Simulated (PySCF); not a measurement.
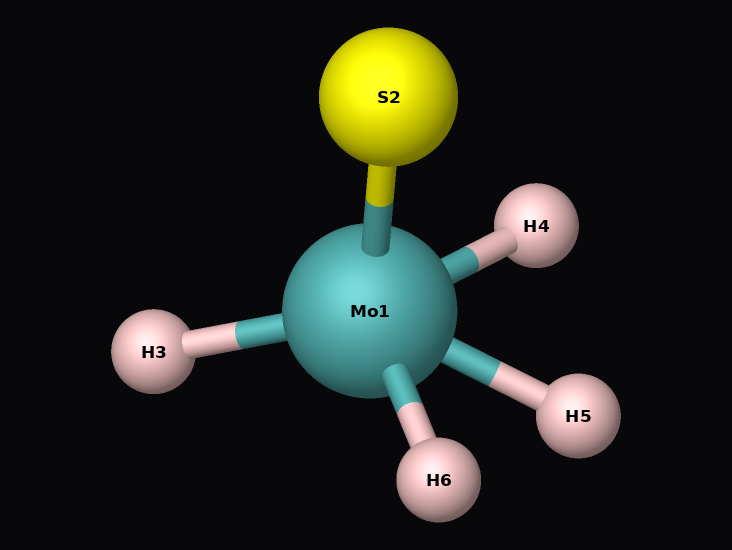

Every bond is drawn as one stick. Charge 0, singlet. The computed structure is the end point of a PBE0/def2-TZVP with core potentials optimisation. Method: PBE0/def2-TZVP, core potentials on Mo (PySCF 2.14.0).

List the Mayer bond orders of Mo1–S2, Mo1–H3, Mo1–H5, Mo1–H4 (one bond of each equivalent set).

| bond | Mayer order | length (Å) |
| --- | --- | --- |
| Mo1–S2 | 2.36 | 2.059 |
| Mo1–H3 | 0.93 | 1.741 |
| Mo1–H5 | 0.88 | 1.662 |
| Mo1–H4 | 0.93 | 1.656 |

The search tried a few shapes and spins; others may lie lower.
